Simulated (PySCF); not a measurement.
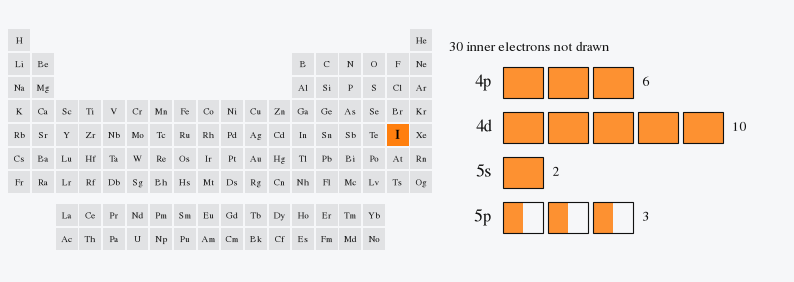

**Figure 1.** Left, the place of iodine in the periodic table; right, the outer shells of the nominal configuration: a box for each of the 2l + 1 orbitals, shaded by the share of the shell that is filled, with the electron count at the right.

Run report: I²⁺, atomic calculation

- system: I²⁺, configuration 1s2 2s2 2p6 3s2 3p6 3d10 4s2 4p6 4d10 5s2 5p3, multiplicity 4.
- method: unrestricted TPSS, STO-3G, non-relativistic, point nucleus (PySCF)

**Input**
```python
from pyscf import gto, scf, dft, mp, cc
import basis_set_exchange as bse
mol = gto.M(atom="I 0 0 0", charge=2, spin=3, symmetry="D2h",
            basis=gto.basis.parse(bse.get_basis("STO-3G", elements=["I"], fmt="nwchem", header=False)))
mf = dft.UKS(mol, xc="TPSS")
mf.irrep_nelec = {'Ag': (9, 9), 'B1g': (2, 2), 'B2g': (2, 2), 'B3g': (2, 2), 'B1u': (4, 3), 'B2u': (4, 3), 'B3u': (4, 3)}
mf.kernel()
```

The script is an equivalent of what the driver set up; the driver started from orbitals of its own, so the log can be shorter than this script's would be, and it computed the properties (radii, ⟨L²⟩, response) afterwards. It held the occupations shell by shell, which the script's counts by irreducible representation don't always enforce.

Launched within a batch (the task file carries these settings):
```bash
OMP_NUM_THREADS=1 python <driver script> TASK.json OUT
```

**The program's output (extracts)**
```
damping factor = 0
level_shift factor = 0
DIIS = <class 'pyscf.scf.diis.CDIIS'>
diis_start_cycle = 1
diis_space = 10
diis_damp = 0
SCF conv_tol = 1e-09
SCF conv_tol_grad = None
number electrons alpha = 27  beta = 24
XC functionals = TPSS
    J. Tao, J. P. Perdew, V. N. Staroverov, and G. E. Scuseria.,  Phys. Rev. Lett. 91, 146401 (2003)
    J. P. Perdew, J. Tao, V. N. Staroverov, and G. E. Scuseria.,  J. Chem. Phys. 120, 6898 (2004)
    J. Tao, J. P. Perdew, V. N. Staroverov, and G. E. Scuseria.,  Phys. Rev. Lett. 91, 146401 (2003)
    J. P. Perdew, J. Tao, V. N. Staroverov, and G. E. Scuseria.,  J. Chem. Phys. 120, 6898 (2004)
cycle= 1 E= -6851.49422165799  delta_E= -0.000547  |g|= 0.000599  |ddm|= 0.0215
cycle= 2 E= -6851.4942217288  delta_E= -7.08e-08  |g|= 7.42e-06  |ddm|= 0.000259
cycle= 3 E= -6851.4942217288  delta_E= -3.64e-12  |g|= 1.4e-09  |ddm|= 3.21e-06
converged SCF energy = -6851.4942217288  <S^2> = 3.75  2S+1 = 4
```

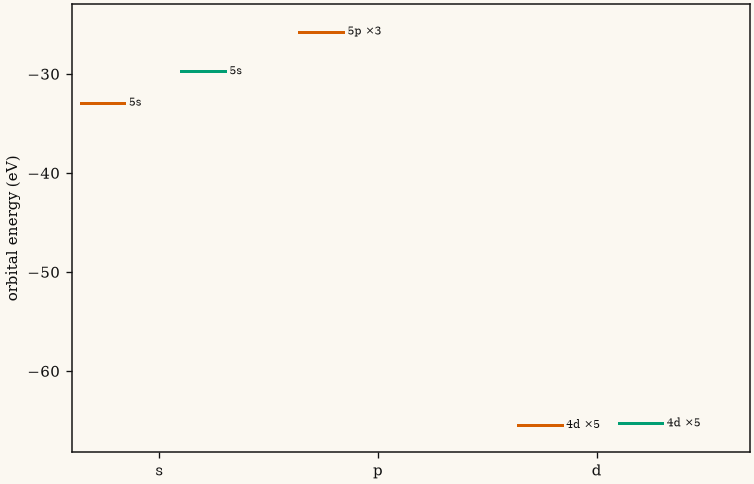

**Figure 2.** Orbital energies of the mean field, from the top down to −65.4 eV, by angular momentum, α spin at the left of each column and β at the right; ×n counts the orbitals under one label. The highest filled orbital is 5p α at −25.7 eV, the lowest empty one p β at −22.6 eV.

**What the run reported**

```
      quantity                                                                 value
       outcome                                                             converged
  total energy                                                    −6851.4942 hartree
kinetic energy                                                     6848.2350 hartree
          ⟨S²⟩                                                                 3.750
SCF iterations                                                                     3
      hardware  1 thread of Arm Neoverse N1, 40 GiB of memory available, shared host
     wall time                                                                0.55 s
```

**What is odd here**

This input holds a deliberate oddity: minimal basis. The program ran to the end. Its numbers are those of this setting; this run alone doesn't show how far the oddity moves them. Relativity is left out, which matters for an atom this heavy.
